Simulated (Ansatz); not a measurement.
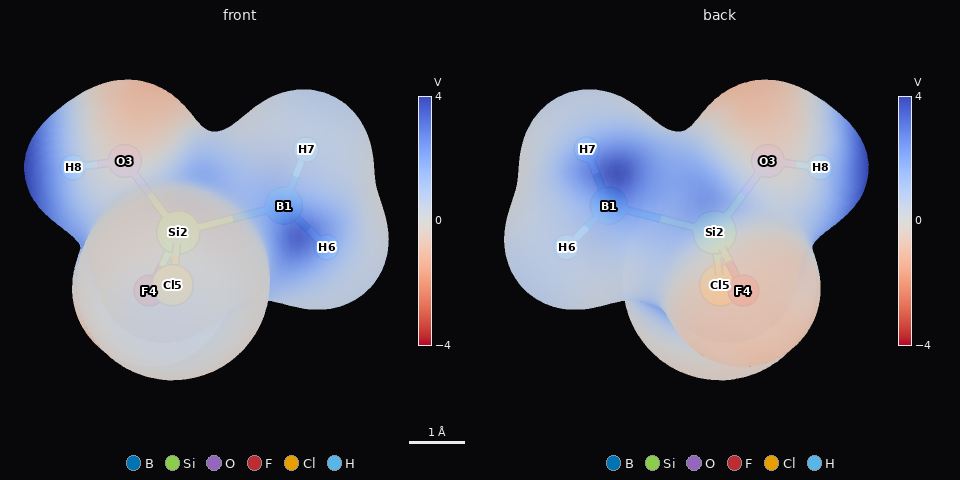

BClFH₃OSi (SMILES B[Si](O)(F)Cl). The molecular electrostatic potential painted on the density surface at 0.004 e/bohr³, seen from the front and from behind; the colour scale runs from red (negative) to blue (positive).

Geometry: PBE0-D4/def2-TZVP.

The calculation used RKS PBE0-D4/def2-TZVPP in Ansatz.

The calculation's input:

```
crystal:
  periodic: [false, false, false]
  atoms:
    - {symbol: B, position_ang: [-1.034669, 1.091072, -0.158326]}
    - {symbol: Si, position_ang: [0.320954, -0.370326, -0.184036]}
    - {symbol: O, position_ang: [0.402630, -1.160841, 1.232069]}
    - {symbol: F, position_ang: [0.128217, -1.436083, -1.353687]}
    - {symbol: Cl, position_ang: [2.092338, 0.590027, -0.607321]}
    - {symbol: H, position_ang: [-1.596094, 1.418971, -1.158406]}
    - {symbol: H, position_ang: [-1.234221, 1.704779, 0.844636]}
    - {symbol: H, position_ang: [1.013045, -1.894700, 1.329269]}
basis:
  gaussian: {orbitals: def2-TZVPP}
hamiltonian: {xc: pbe0, dispersion: d4}
output: {orbitals: {seedname: orbitals}}
```

Command:

```sh
ansatz run in.yaml --threads 2 --pin off --events-out ev --progress --plain --max-ram 4352MiB
```

Which sites attract a positive test charge, and which a negative one?

Answer. A positive charge is drawn to the negative regions and a negative charge to the positive ones. The most negative region (about −1.0 V) lies over O3, the most positive (about +3.9 V) over B1 and H8. Cl5 shows a σ-hole: about +0.4 V at the tip opposite its bond, against about −0.2 V on its flanks. O3 is the likeliest acceptor of a hydrogen bond.
